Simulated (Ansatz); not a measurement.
# GaP (F-43m): a volume series of phonon spectra, part 2 of 4

Wanted: mode Grüneisen parameters of GaP and a free-energy fit over volumes.

Experimental results on record:
- volume expansion coefficient 15.9 1e-6/K, heat capacity C_P per formula unit 44.2 J/mol/K and bulk modulus 88.7 GPa near room temperature (given in “High-Throughput Prediction of Finite-Temperature Properties using the Quasi-Harmonic Approximation”, 2016, arXiv:1603.06924)

Ansatz 0.2.0; DFT LDA, scalar-relativistic, plane waves, PAW.

So far, gap on the k-mesh (eV): step 2 (a first coarse run) 1.49; step 3 (relaxing cell and atoms, k-mesh 8×8×8, smearing width 0.02 eV) 1.43.

## 5. Phonons, V/V0 1

The same q-mesh and k-mesh are kept at every volume, so that much of their error can cancel in the differences.

Input file input.yaml:

```yaml
crystal:
  lattice:
    - [0.0, 2.6956500719, 2.6956500719]
    - [2.6956500719, 0.0, 2.6956500719]
    - [2.6956500719, 2.6956500719, 0.0]
  atoms:
    - { symbol: Ga, position: [0.0, 0.0, 0.0] }
    - { symbol: P, position: [0.25, 0.25, 0.25] }
kpoints:
  mp_grid: { grid: [8, 8, 8] }
hamiltonian:
  xc: lda
scf:
  occupations: { method: fixed }
output:
  eigenvalues: true
phonons:
  method: dfpt
  dielectric: true
  rigid_motions: translations
  qmesh: [4, 4, 4]
  temperatures: { t_max: 1000, t_step: 50 }
  qpath:
    path:
      - [[0.0, 0.0, 0.0], [-0.5, -0.5, 0.0], [-0.375, -0.375, 0.25]]
      - [[-0.375, 0.0, 0.375], [0.0, 0.0, 0.0], [0.0, 0.0, 0.5], [-0.5, -0.25, 0.25], [-0.5, -0.5, 0.0]]
    npoints: 10
```

Command:

```bash
ansatz run input.yaml --threads 4 --pin off --max-ram 16384MiB --backend cpu --events-out ev --progress --plain --runs-dir out
```

Numbers of over 12 decimals in the logs are rounded to 6 here.

Output:

```text
Warning: phonons: the dynamical matrix that this run interpolates holds no multipole term above the dipole-dipole one, and a site of this crystal is no centre of inversion, so its interpolated transverse optical and acoustic branches and sound speeds can stay off near Gamma, and the density of states and the thermodynamics with them. What a run solves at a wave vector of phonons.qpoints, Gamma apart, where the deck admits one, is free of this, and under fd what a larger phonons.supercell samples
[...]
Crystal: 2 atoms, lattice volume = 39.176 Å³
Basis set: ecut = 420 eV, 749 PW (Γ), exchange–correlation on 54×54×54 points (8 copies of the dense FFT grid, shifted against one another)
Bands: 13, of which v1, the nominal top of the filled ones, is band 9 counted from 1 (8 counted from 0)
Symmetry: 24 space group operations
k-points: 95 of 512 (irreducible under 4 space group operations, time reversal used)
[...]
SCF iter   1: F=—  HF=-4433.771526 eV  |F-HF|=—  |Δ(HF+E_count)|=         —  Δρ=6.37e-3  dr2=1.58e-2  ethr=1.77e-3  ⟨swp⟩=5.0  Hψ=6538  notcnv=0  defer=170
[...]
SCF iter   7: F=-4433.765545 eV  HF=-4433.765545 eV  |F-HF|=5.28e-11  |Δ(HF+E_count)|=   1.54e-9  Δρ=3.71e-7  dr2=6.51e-11  ethr=1.00e-12  ⟨swp⟩=11.7  Hψ=10757  notcnv=0
SCF 1 converged in 7 iterations: F = -4433.765545 eV  dr2 = 6.51e-11
[...]
DFPT response loops at Γ: preconditioner auto → none (the input reference at scf.mixing.eps_inf says where Resta's filter doesn't serve); β = 0.50; Broyden in place of MSR1
── the response to a field inside a basis, on 10×10×10 k-points: an SCF that follows is theirs, and a resumed run solves both again ──
Bands: 10, of which v1, the nominal top of the filled ones, is band 9 counted from 1 (8 counted from 0)
k-points: 110
[...]
Eigensolver: Dense (110 Hₖ)
SCF iter   1: F=—  HF=-4433.767503 eV  |F-HF|=—  |Δ(HF+E_count)|=         —  Δρ=1.70e-4  dr2=8.06e-6  ethr=1.00e-1
[...]
SCF iter   4: F=-4433.767501 eV  HF=-4433.767501 eV  |F-HF|=1.52e-8  |Δ(HF+E_count)|=   1.75e-8  Δρ=4.90e-6  dr2=8.27e-9  ethr=3.31e-10
SCF 1 converged in 4 iterations: F = -4433.767501 eV  dr2 = 8.27e-9
[...]
WARN: field response: ε∞ stands inside a basis, on 10×10×10 points; the force constants stand on the 8×8×8 k-mesh, whose period is 10.77 times the interband length at k = (0.0000, 0.0000, 0.0000), direct gap 1.881 eV, under 14: take them and everything formed from them as unconverged, and compare with a denser kpoints.mp_grid
NSCF: frozen V_eff on 29 k-points
[...]
DFPT response loops at q = (0, 0, -0.5) (fractional): preconditioner auto → Resta (q_TF=auto, 2.397 Å⁻¹)  ε∞=6.5 (no band partly filled); β = 1.00, the filter's whole step (`scf.mixing.beta` (0.50) is not read by the response loops at its default; to damp them type it under 1.00, their step now; it binds the ground state too); Broyden in place of MSR1
[...]
SCF converged after 7 iterations
Free energy (F): -4433.765545 eV
[...]
Internal energy: -4433.765545 eV  (E = F + TS)
E sigma→0 (E₀):  -4433.765545 eV
Fermi energy:    7.261658 eV
[...]
--- Band table (eV; the first three rows and the last of 95) ---
  k-point 0: bands = [... 5 lower, -5.5087, 7.2617, 7.2617, 7.2617, 9.1426, 11.0386, 11.0386, 11.0386]
  k-point 1: bands = [... 5 lower, -5.2976, 5.5793, 7.0151, 7.0151, 9.7185, 11.4059, 11.4059, 11.6762]
  k-point 2: bands = [... 5 lower, -4.6974, 3.2512, 6.5579, 6.5579, 9.3632, 11.9249, 11.9249, 13.6086]
  k-point 94: bands = [... 5 lower, -2.2470, 0.4738, 3.4835, 3.6265, 11.8601, 12.1656, 13.2567, 13.3183]
--- Phonons (Γ-DFPT): 2 representative perturbations + reference, on 95 of 512 k-points (Σ response iterations 6) ---
  k mesh reduced under 4 symmetry operations, with k and −k counted as one. Each operation leaves every solved perturbation unchanged. A smaller set is not considered because the run solves the response to a homogeneous field
  ASR residual: 4.225e-4 → 0.000e0 eV/Å²; symmetrization residual: 3.463e-6 eV/Å²
  ASR residual per site (eV/Å²): 4.64e-5 4.23e-4
  Γ frequencies (cm⁻¹): 0.00 0.00 0.00 364.86 364.86 364.86
  ε∞ (high-frequency dielectric tensor):
       10.643764    -0.000000    -0.000000
       -0.000000    10.643764     0.000000
       -0.000000     0.000000    10.643764
  ε⁰ (static dielectric tensor: ions relaxed, cell fixed):
       12.488777    -0.000000    -0.000000
       -0.000000    12.488777     0.000000
       -0.000000     0.000000    12.488777
  ε⁰ − ε∞ (ionic part):
        1.845012    -0.000000    -0.000000
       -0.000000     1.845012     0.000000
       -0.000000     0.000000     1.845012
  softest optical mode at Γ: 364.86 cm⁻¹; the repairs (sum rule, projections) moved no ω² at Γ by more than (1.97 cm⁻¹)²
  Born effective charges Z* (e; rows j = field, columns β = displacement):
    site 0:
         2.04790   -0.00000   -0.00000
        -0.00000    2.04790    0.00000
        -0.00000    0.00000    2.04790
    site 1:
        -2.04790    0.00000    0.00000
         0.00000   -2.04790   -0.00000
         0.00000   -0.00000   -2.04790
  Z* charge neutrality: 4.881e-5 e pre-enforcement
  solved inside a basis spanned on kpoints, on 10×10×10 k-points transformed towards the longest dipole: ε∞ is read to err by 2.9e-2, Z* by 1.4e-2 e (field_mesh: kpoints solves on kpoints); Z* is corrected for what the basis lacks
  optical modes at Γ without the LO–TO term, one row a degenerate level:
      ω (cm⁻¹)  modes    IR ((D/Å)²/amu)
        364.86      3            13.5346
  optical modes at Γ + LO–TO along q̂ = [1.0000, 0.0000, 0.0000]:
      ω (cm⁻¹)  modes    IR ((D/Å)²/amu)
        364.86      2             9.0230
        395.22      1             4.5115
  optical modes at Γ + LO–TO along q̂ = [0.0000, 1.0000, 0.0000]:
      ω (cm⁻¹)  modes    IR ((D/Å)²/amu)
        364.86      2             9.0230
        395.22      1             4.5115
  optical modes at Γ + LO–TO along q̂ = [0.0000, 0.0000, 1.0000]:
      ω (cm⁻¹)  modes    IR ((D/Å)²/amu)
        364.86      2             9.0230
        395.22      1             4.5115
--- Phonons (arbitrary-q DFPT): 8 irreducible q on the 4×4×4 mesh ---
  q = [0.0000, 0.0000, 0.0000] (star 1, of the zone-centre solve; hermiticity 6.60e-7, symmetrization 2.89e-14): 0.00 0.00 0.00 364.86 364.86 364.86
  q = [0.0000, 0.0000, 0.2500] (star 8, 2 solved perturbations on 288 of 512 k-point pairs; hermiticity 2.62e-7, symmetrization 3.30e-13): 66.38 66.38 161.44 362.39 362.39 385.41
[...]
q = [0.0000, 0.2500, 0.2500] (star 6, 4 solved perturbations in 528 linear systems a pass and spin channel, the states on 164 of 512 k-point pairs; hermiticity 2.41e-7, symmetrization 4.16e-13): 89.05 89.05 166.56 360.39 360.39 387.15
[...]
sum rule: each row above includes the acoustic sum rule's correction from the zone centre's row sums; it moved no ω² by more than (1.93 cm⁻¹)²
  mesh force constants: q→R imaginary residual 1.82e-18; ASR residual 4.225e-4 → 0.000e0 eV/Å²; symmetrization residual 5.329e-15 eV/Å²
  interpolated dispersion: 63 rows × 6 modes
  density of states and harmonic sums: on the 20×20×20 q-mesh, interpolated from the force constants of a 4×4×4 supercell (with the dipole–dipole term)
  largest difference from the sums on the solved wave vectors: F 9.85e-3 eV, S 1.39e-5 and C_V 4.00e-6 eV/K
  zero-point energy: 0.093241 eV/cell   skipped modes (ω ≤ 0): 3   left out of the sums: 6.25e-5 of the cell's modes: C_V's classical limit lies that fraction below 3 k_B per atom; for a crystal, a wire or a layer, F and S can be off by more, and a phonons.interpolated_qmesh denser along its periods is the remedy for the sampling
```

It took 46 s on 4 threads of Intel Xeon Platinum 8488C (Sapphire Rapids), shared host; peak memory 0.99 GiB.

This step gave:

- Γ frequencies: 0, 0, 0, 364.9, 364.9, 364.9 cm⁻¹ (negative: imaginary)
- lowest frequency on the path: 0 cm⁻¹
- zero-point energy: 0.09324 eV/cell
- point group: -43m
- highest frequency: 396.2 cm⁻¹
- Debye temperature from the second moment: 517 K

LO-TO term included. Phonon branches along the path, in cm⁻¹:

| point | branch 1 | branch 2 | branch 3 | branch 4 | branch 5 | branch 6 |
| --- | --- | --- | --- | --- | --- | --- |
| Γ | 0 | 0 | 0 | 365 | 365 | 395 |
| X | 102 | 102 | 251 | 362 | 362 | 367 |
| U | 106 | 134 | 227 | 336 | 360 | 393 |
| jump to K | 106 | 134 | 227 | 336 | 360 | 393 |
| Γ | 0 | 0 | 0 | 365 | 365 | 395 |
| L | 79 | 79 | 233 | 363 | 363 | 371 |
| W | 124 | 143 | 216 | 328 | 364 | 393 |
| X | 102 | 102 | 251 | 362 | 362 | 367 |

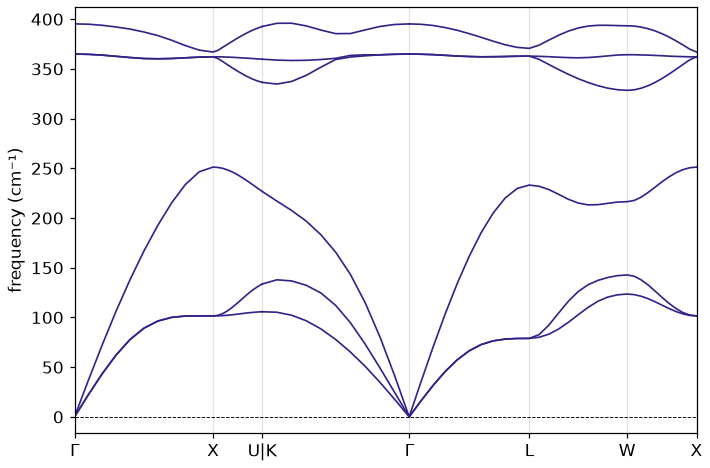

Phonon branches along the path.

The phonon density of states has structure finer than the step of the table below, so its rows give means over 20 cm⁻¹, whole bins alone (the curve runs from 2.5 to 398 cm⁻¹). Peaks (cm⁻¹: height): 102.5: 0.0488, 212.5: 0.0332, 362.5: 0.216, 387.5: 0.0695.

Tetrahedra on 20 20 20, mean over bins of 5 cm⁻¹. The phonon density of states by wavenumber; means over each step:

| wavenumber (cm⁻¹) | phonon density of states (1/cm⁻¹/cell) |
| --- | --- |
| 20 | 3.4e-4 |
| 40 | 0.00159 |
| 60 | 0.00471 |
| 80 | 0.0184 |
| 100 | 0.0374 |
| 120 | 0.0283 |
| 140 | 0.0135 |
| 160 | 0.00300 |
| 180 | 0.00535 |
| 200 | 0.0129 |
| 220 | 0.0208 |
| 240 | 0.00360 |
| 260 | 9.3e-5 |
| 280 | 0 |
| 300 | 0 |
| 320 | 0.00122 |
| 340 | 0.0247 |
| 360 | 0.0743 |
| 380 | 0.0331 |

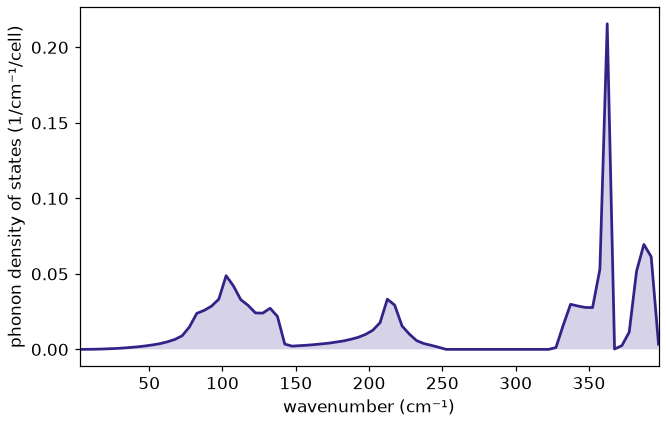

Phonon density of states, plotted against wavenumber.

Harmonic. Thermo, by row:

| T (K) | F_vib (meV/atom) | S (J/mol-atom/K) | C_V (J/mol-atom/K) |
| --- | --- | --- | --- |
| 0 | 46.62 | 0 | 0 |
| 50 | 46.31 | 2.158 | 4.771 |
| 100 | 43.86 | 7.429 | 10.91 |
| 150 | 38.6 | 12.8 | 15.61 |
| 200 | 30.67 | 17.74 | 18.64 |
| 250 | 20.31 | 22.12 | 20.51 |
| 300 | 7.83 | 25.97 | 21.69 |
| 350 | -6.53 | 29.38 | 22.47 |
| 400 | -22.55 | 32.42 | 23.01 |
| 450 | -40.07 | 35.15 | 23.39 |
| 500 | -58.94 | 37.63 | 23.67 |
| 550 | -79.04 | 39.9 | 23.88 |
| 600 | -100.3 | 41.98 | 24.05 |
| 650 | -122.5 | 43.91 | 24.17 |
| 700 | -145.8 | 45.71 | 24.28 |
| 750 | -169.9 | 47.38 | 24.36 |
| 800 | -194.8 | 48.96 | 24.43 |
| 850 | -220.6 | 50.44 | 24.49 |
| 900 | -247.1 | 51.84 | 24.54 |
| 950 | -274.3 | 53.17 | 24.58 |
| 1000 | -302.2 | 54.43 | 24.61 |

The modes has structure finer than the step of the table below, so its rows give means over 25 cm⁻¹, whole bins alone (the curve runs from -10 to 418 cm⁻¹). Peaks (cm⁻¹: height): Ga 105.8: 0.0353, 213.5: 0.0297, 361.6: 0.0368, 385.8: 0.0112; P 361.6: 0.118, 385.8: 0.0538.

Phonopy on the run's constants, 19x19x19 mesh, Gaussian sigma 3.1 cm⁻¹. Table of modes by wavenumber; means over each step; values in 1/cm⁻¹/cell:

| wavenumber (cm⁻¹) | Ga | P |
| --- | --- | --- |
| 25 | 4.6e-4 | 2.0e-4 |
| 50 | 0.00198 | 8.0e-4 |
| 75 | 0.0104 | 0.00369 |
| 100 | 0.0278 | 0.00801 |
| 125 | 0.0213 | 0.00495 |
| 150 | 0.00407 | 0.00101 |
| 175 | 0.00377 | 8.6e-4 |
| 200 | 0.0122 | 0.00134 |
| 225 | 0.0150 | 6.8e-4 |
| 250 | 0.00130 | 2.4e-5 |
| 275 | 0 | 0 |
| 300 | 0 | 0 |
| 325 | 2.5e-4 | 0.00650 |
| 350 | 0.0102 | 0.0439 |
| 375 | 0.00789 | 0.0317 |
| 400 | 0.00332 | 0.0165 |

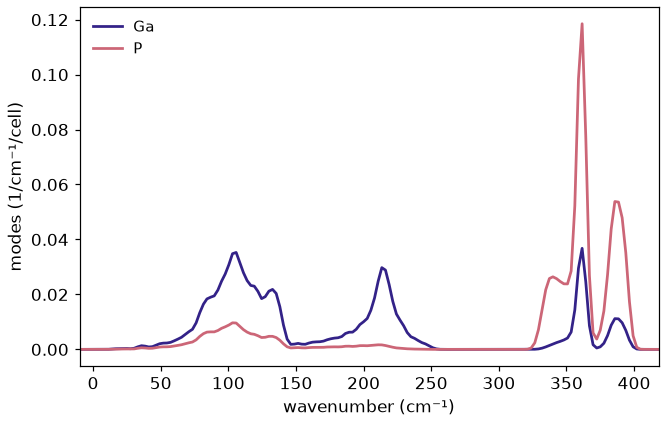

Modes, plotted against wavenumber.

Born charge (rows field, columns displacement) (e), principal values of the symmetric part by kind of site:

| atom | atoms with these values | low | middle | high | mean |
| --- | --- | --- | --- | --- | --- |
| Ga1 | 1 | 2.05 | 2.05 | 2.05 | 2.05 |
| P2 | 1 | -2.05 | -2.05 | -2.05 | -2.05 |

In full for P2:

```
-2.05  0.00  0.00
 0.00 -2.05  0.00
 0.00  0.00 -2.05
```

ε∞:

```
10.64  0.00  0.00
 0.00 10.64  0.00
 0.00  0.00 10.64
```

No LO-TO term. The modes at Γ (shares of kinetic energy by element, %):

| mode | frequency (cm⁻¹) | symmetry | Ga % | P % |
| --- | --- | --- | --- | --- |
| 1 | 0.0 | T2 | 69 | 31 |
| 2 | 0.0 | T2 | 69 | 31 |
| 3 | 0.0 | T2 | 69 | 31 |
| 4 | 364.9 | T2 | 31 | 69 |
| 5 | 364.9 | T2 | 31 | 69 |
| 6 | 364.9 | T2 | 31 | 69 |

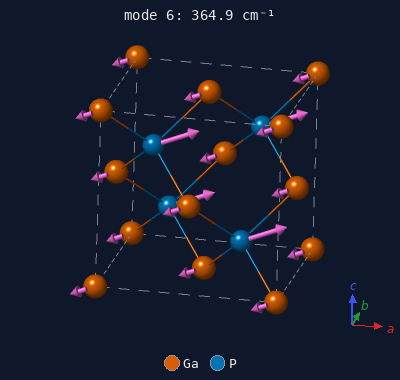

Displacement patterns of mode 6 at Γ; arrows are exaggerated. Bonds to atoms that aren't drawn are left out. Some periodic images of atoms are drawn too.

No mode is imaginary beyond numerical noise at the solved wavevectors.

## 6. A cell at another volume, V/V0 1.015

Symmetry fixes every atom, so a single point at the scaled cell gives the energy and pressure of this member.

The cell differs from the one that the last finished run ended in (a 3.812 → 3.831 Å, b 3.812 → 3.831 Å, c 3.812 → 3.831 Å).

input.yaml, the sections that differ from step 5:

```yaml
crystal:
  lattice:
    - [0.0, 2.709061487, 2.709061487]
    - [2.709061487, 0.0, 2.709061487]
    - [2.709061487, 2.709061487, 0.0]
  atoms:
    - { symbol: Ga, position: [0.0, 0.0, 0.0] }
    - { symbol: P, position: [0.25, 0.25, 0.25] }
output:
  forces: true
  stress: true
  eigenvalues: true
# kpoints, hamiltonian, scf: as in step 5
# phonons: removed
```

Output:

```text
[...]
Crystal: 2 atoms, lattice volume = 39.764 Å³
Basis set: ecut = 420 eV, 749 PW (Γ)
Bands: 13, of which v1, the nominal top of the filled ones, is band 9 counted from 1 (8 counted from 0)
Symmetry: 24 space group operations
[...]
k-points: 29 of 512 (time reversal used)
[...]
SCF iter   1: F=—  HF=-4433.769297 eV  |F-HF|=—  |Δ(HF+E_count)|=         —  Δρ=6.34e-3  dr2=1.63e-2  ethr=1.77e-3  ⟨swp⟩=5.0  Hψ=1995  notcnv=0  defer=51
[...]
SCF iter   6: F=-4433.763132 eV  HF=-4433.763132 eV  |F-HF|=4.77e-9  |Δ(HF+E_count)|=   1.06e-8  Δρ=3.77e-6  dr2=6.67e-9  ethr=5.30e-10  ⟨swp⟩=6.8  Hψ=2469  notcnv=0
SCF 1 converged in 6 iterations: F = -4433.763132 eV  dr2 = 6.67e-9
[...]
SCF converged after 6 iterations
Free energy (F): -4433.763132 eV
[...]
Internal energy: -4433.763132 eV  (E = F + TS)
E sigma→0 (E₀):  -4433.763132 eV
Fermi energy:    7.068662 eV
[...]
--- Stress (GPa, compression-positive) ---
       -1.303319       0.000000      -0.000000
        0.000000      -1.303319       0.000000
       -0.000000       0.000000      -1.303319
  P = ⅓ Tr σ = -1.3033 GPa (-13.033 kbar)
--- Band table (eV; the first three rows and the last of 29) ---
  k-point 0: bands = [... 5 lower, -5.5864, 7.0687, 7.0687, 7.0687, 8.8254, 10.8503, 10.8503, 10.8503]
  k-point 1: bands = [... 5 lower, -5.3794, 5.3890, 6.8278, 6.8278, 9.4454, 11.2107, 11.2107, 11.4466]
  k-point 2: bands = [... 5 lower, -4.7909, 3.0922, 6.3796, 6.3796, 9.1186, 11.7248, 11.7248, 13.3377]
  k-point 28: bands = [... 5 lower, -2.4014, 0.3465, 3.3626, 3.5076, 11.6629, 11.9082, 13.0665, 13.0808]
```

Wall time 0.47 s (4 threads); peak memory 0.35 GiB; 1.3 s of CPU time.

This step gave:

* pressure: -1.303 GPa
* gap on the k-mesh: 1.461 eV
* volume per atom: 19.88 Å³

At this level the gap is 1.46 eV on the k-mesh of the self-consistent run, which can miss the band edges.

## 7. Phonons, V/V0 1.015

The same q-mesh and k-mesh are kept at every volume, so that much of their error can cancel in the differences.

input.yaml, the sections that differ from step 6:

```yaml
output:
  eigenvalues: true
phonons:
  method: dfpt
  dielectric: true
  rigid_motions: translations
  qmesh: [4, 4, 4]
  temperatures: { t_max: 1000, t_step: 50 }
  qpath:
    path:
      - [[0.0, 0.0, 0.0], [-0.5, -0.5, 0.0], [-0.375, -0.375, 0.25]]
      - [[-0.375, 0.0, 0.375], [0.0, 0.0, 0.0], [0.0, 0.0, 0.5], [-0.5, -0.25, 0.25], [-0.5, -0.5, 0.0]]
    npoints: 10
# crystal, kpoints, hamiltonian, scf: as in step 6
```

Output:

```text
[...]
Crystal: 2 atoms, lattice volume = 39.764 Å³
Basis set: ecut = 420 eV, 749 PW (Γ), exchange–correlation on 54×54×54 points (8 copies of the dense FFT grid, shifted against one another)
Bands: 13, of which v1, the nominal top of the filled ones, is band 9 counted from 1 (8 counted from 0)
Symmetry: 24 space group operations
k-points: 95 of 512 (irreducible under 4 space group operations, time reversal used)
[...]
optical modes at Γ + LO–TO along q̂ = [0.0000, 1.0000, 0.0000]:
      ω (cm⁻¹)  modes    IR ((D/Å)²/amu)
        358.28      2             9.2385
        389.09      1             4.6192
  optical modes at Γ + LO–TO along q̂ = [0.0000, 0.0000, 1.0000]:
      ω (cm⁻¹)  modes    IR ((D/Å)²/amu)
        358.28      2             9.2385
        389.09      1             4.6192
--- Phonons (arbitrary-q DFPT): 8 irreducible q on the 4×4×4 mesh ---
[...]
interpolated dispersion: 63 rows × 6 modes
[...]
[key lines of the parts left out:]
SCF converged after 8 iterations
Free energy (F): -4433.763132 eV
Fermi energy:    7.068689 eV
```

The job ended after 48 s (4 threads; peak memory 0.99 GiB).

LO-TO term included. Phonon branches along the path, in cm⁻¹:

| point | branch 1 | branch 2 | branch 3 | branch 4 | branch 5 | branch 6 |
| --- | --- | --- | --- | --- | --- | --- |
| Γ | 0 | 0 | 0 | 358 | 358 | 389 |
| X | 103 | 103 | 248 | 354 | 354 | 360 |
| U | 107 | 133 | 223 | 330 | 352 | 385 |
| jump to K | 107 | 133 | 223 | 330 | 352 | 385 |
| Γ | 0 | 0 | 0 | 358 | 358 | 389 |
| L | 80 | 80 | 230 | 355 | 355 | 364 |
| W | 123 | 143 | 213 | 322 | 356 | 386 |
| X | 103 | 103 | 248 | 354 | 354 | 360 |

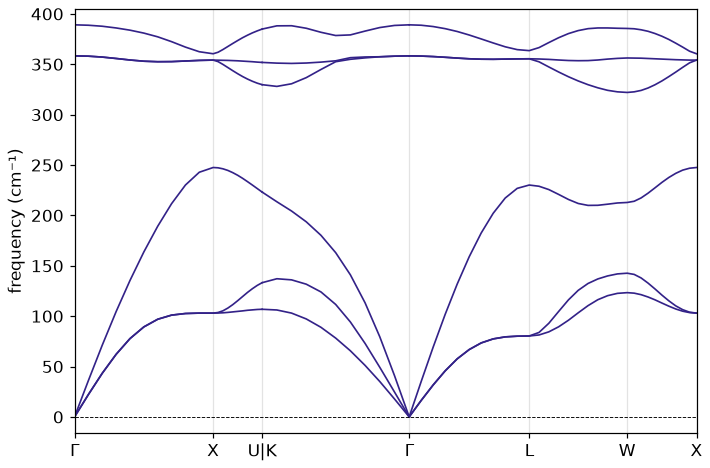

Phonon branches along the path.

No mode is imaginary beyond numerical noise at the solved wavevectors. The highest zone-centre mode (no LO–TO term) moved by -1.8 % for a volume change of +1.5 %.

## 8. A cell at another volume, V/V0 0.985

Symmetry fixes every atom, so a single point at the scaled cell gives the energy and pressure of this member.

The cell differs from the one that the last finished run ended in (a 3.831 → 3.793 Å, b 3.831 → 3.793 Å, c 3.831 → 3.793 Å).

input.yaml, the sections that differ from step 7:

```yaml
crystal:
  lattice:
    - [0.0, 2.682103863, 2.682103863]
    - [2.682103863, 0.0, 2.682103863]
    - [2.682103863, 2.682103863, 0.0]
  atoms:
    - { symbol: Ga, position: [0.0, 0.0, 0.0] }
    - { symbol: P, position: [0.25, 0.25, 0.25] }
output:
  forces: true
  stress: true
  eigenvalues: true
# kpoints, hamiltonian, scf: as in step 7
# phonons: removed
```

Output:

```text
[...]
Crystal: 2 atoms, lattice volume = 38.588 Å³
Basis set: ecut = 420 eV, 749 PW (Γ)
Bands: 13, of which v1, the nominal top of the filled ones, is band 9 counted from 1 (8 counted from 0)
Symmetry: 24 space group operations
[...]
k-points: 29 of 512 (time reversal used)
[...]
--- Band table (eV; the first three rows and the last of 29) ---
  k-point 0: bands = [... 5 lower, -5.4288, 7.4607, 7.4607, 7.4607, 9.4686, 11.2321, 11.2321, 11.2321]
  k-point 1: bands = [... 5 lower, -5.2133, 5.7745, 7.2083, 7.2083, 9.9976, 11.6066, 11.6066, 11.9149]
  k-point 2: bands = [... 5 lower, -4.6012, 3.4145, 6.7418, 6.7418, 9.6142, 12.1304, 12.1304, 13.8878]
  k-point 28: bands = [... 5 lower, -2.0878, 0.6050, 3.6081, 3.7488, 12.0629, 12.4293, 13.4523, 13.5617]
[key lines of the parts left out:]
SCF converged after 6 iterations
Free energy (F): -4433.763022 eV
Fermi energy:    7.460747 eV
P = ⅓ Tr σ = 1.4037 GPa (14.037 kbar)
```

Wall time 0.46 s (4 threads); peak memory 0.36 GiB; 1.2 s of CPU time.

The run ends at a pressure of 1.40 GPa.

[end of part 2 of 4]

[Logs are printed without paths, hosts, clocks, repeated set-up lines and the standing remarks that a program may print on its own settings, such as how far it seeks lower states.]

[Hosts, paths, dates, database ids (printed as entryN), source tags and the programs' standing remarks are cut or masked in the printed files.]

[A step with changed settings may run another functional than the one named; its input shows which.]

[Of the runs on displaced cells, only some may be shown.]
